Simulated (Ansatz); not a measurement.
## Electronic structure of BH$_{3}$O in real space

Input

```
crystal:
  periodic: [false, false, false]
  atoms:
    - { symbol: B, position_ang: [0.0, 0.0, 0.0] }
    - { symbol: H, position_ang: [0.7099, 0.0, 1.1951] }
    - { symbol: O, position_ang: [1.6038, 0.0, 0.1408] }
    - { symbol: H, position_ang: [1.9037, -0.9519, -0.0141] }
    - { symbol: H, position_ang: [-1.0305, 0.0, -0.595] }
basis:
  gaussian: { orbitals: def2-TZVP }
hamiltonian:
  xc: pbe
  dispersion: d4
relax:
  f_tol: 0.15
  max_steps: 25
  restrain:
    - { distance: [1, 2], at: 2.21, k: 30.0 }
    - { distance: [0, 1], at: 1.19, k: 30.0 }
    - { distance: [0, 2], at: 1.41, k: 30.0 }
output:
  orbitals: {}
```

Command:

```sh
ansatz run input.yaml --threads 1 --pin off --max-ram 2048MiB --backend cpu --events-out ev --progress --plain --runs-dir out
```

The fields are those of the run's last geometry, not of the input's.

Not at a stationary point (largest force 1.0 eV/Å).

Level of theory: Ansatz 0.2.0, RKS PBE-D4/def2-TZVP.

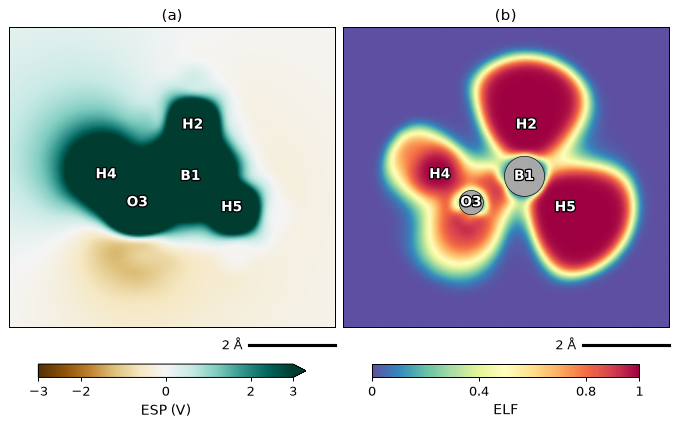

Figure 1. (a) electrostatic potential; (b) electron localisation function on the molecular plane. Grey discs cover the atomic cores in the ELF map.

Question: What do the fields say about this system?

Answer: The section cuts through B, H and O sites. B–O (1.38 Å): the ELF peaks at about 0.90 between the atoms: a short, strongly polar bond. O–H (0.97 Å): the ELF climbs to about 1 towards the hydrogen, as it does in any bond to H: an ordinary covalent bond to hydrogen. B–H (1.19 Å): the ELF climbs to about 1 towards the hydrogen (a covalent bond by its length). The ELF also peaks beside O3, away from the bonds: lone-pair regions. Outside the dense part of the molecule the potential is most negative (−1.3 V) near O3.

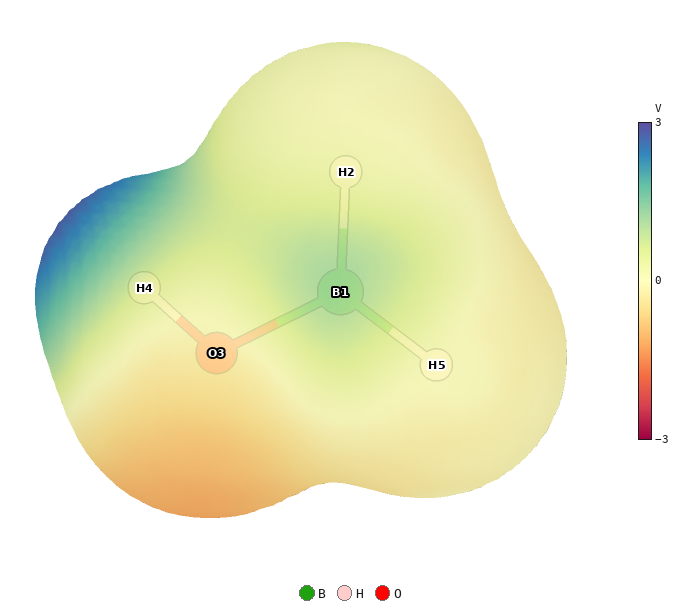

Figure 2. The molecular electrostatic potential painted on the density surface at 0.002 e/bohr³, seen across its widest extent; the colour scale runs from red (negative) to blue (positive).

Question: Where is the surface potential most negative and most positive?

Answer: The most negative region (about −1.2 V) lies over O3, the most positive (about +2.8 V) over H4. O3 is the likeliest acceptor of a hydrogen bond.

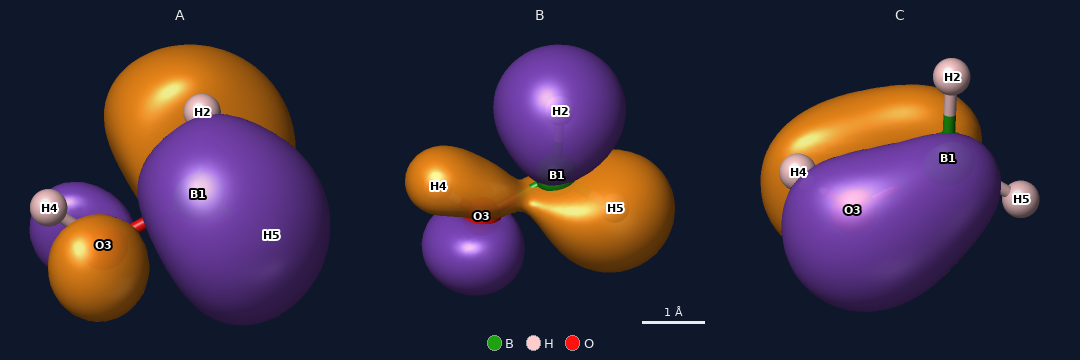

Figure 3. Three frontier orbitals at ±0.1 Å⁻³ᐟ² (orange and purple are the two phases), in no order.

Question: Which picture is the HOMO−1, the HOMO and the LUMO?

Answer: C is the HOMO−1 (−8.90 eV). Its weight (Hirshfeld) is mainly on O3 (about 75 %) and B1 (about 15 %); it changes sign across the molecular plane (π type). B is the HOMO (−7.49 eV). Its weight (Hirshfeld) is mainly on B1 (about 30 %), O3 (about 25 %), H2 (about 25 %) and H5 (about 20 %); it is symmetric in the molecular plane (an in-plane orbital: σ, lone-pair or in-plane π type). A is the LUMO (−1.56 eV). By Hirshfeld shares it lies mainly on B1 (about 65 %), O3 (about 15 %), H2 (about 10 %) and H5 (about 10 %); it changes sign across the molecular plane (π type).

Question: What is the HOMO–LUMO gap?

Answer: 5.93 eV between the orbital energies.

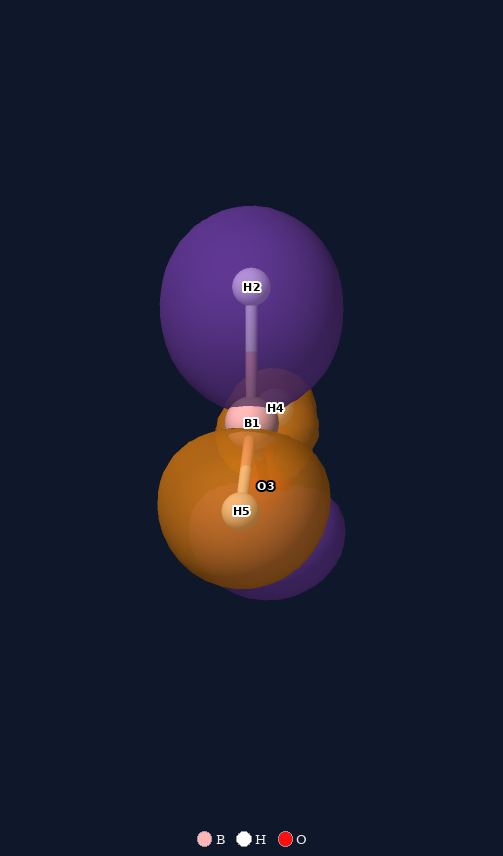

Figure 4. The HOMO at ±0.2 Å⁻³ᐟ² (orange and purple are the two phases), seen at an oblique angle.

Question: What is the character of this orbital?

Answer: It lies mainly on B1 (about 30 %), O3 (about 25 %), H2 (about 25 %) and H5 (about 20 %); it is symmetric in the molecular plane (an in-plane orbital: σ, lone-pair or in-plane π type). Its energy is −7.49 eV.
